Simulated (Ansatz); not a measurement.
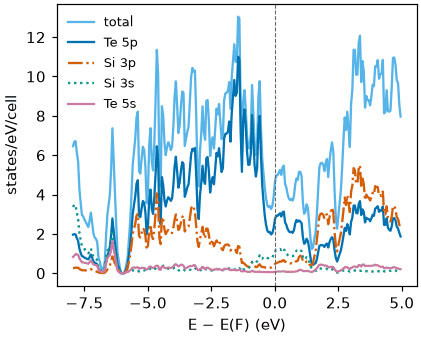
Total and projected density of states of Si₅Te₈ in space group P-3m1 (No. 164; Pearson symbol hP13), DFT-r²SCAN in the program Ansatz with PAW potentials

Task: Which orbitals carry the states next to the Fermi level?

Result: Within 0.5 eV of the Fermi level: Te 5p 61 %, Si 3s 22 %, Si 3p 10 %, outside the projected shells 5 %. Projections are on Löwdin-orthogonalised atomic valence shells; empty p or d shells of many metals are not among them.

Task: Where is the tallest occupied peak in this window, and what makes it?

Result: Near -1.4 eV, about 13 states/eV per cell; the largest projected share is Te 5p.

The start of the workflow was typed in or built on a structure type; neither database checked (COD, Materials Project) lists it. Its standing as an ambient phase is unchecked. The cell was relaxed with r²SCAN under the symmetry of its start; whether a distortion lowers the energy is not shown. Scalar-relativistic: spin–orbit coupling is off unless named, which matters more the heavier the elements.

Potentials: the earlier of the program's two PAW sets.
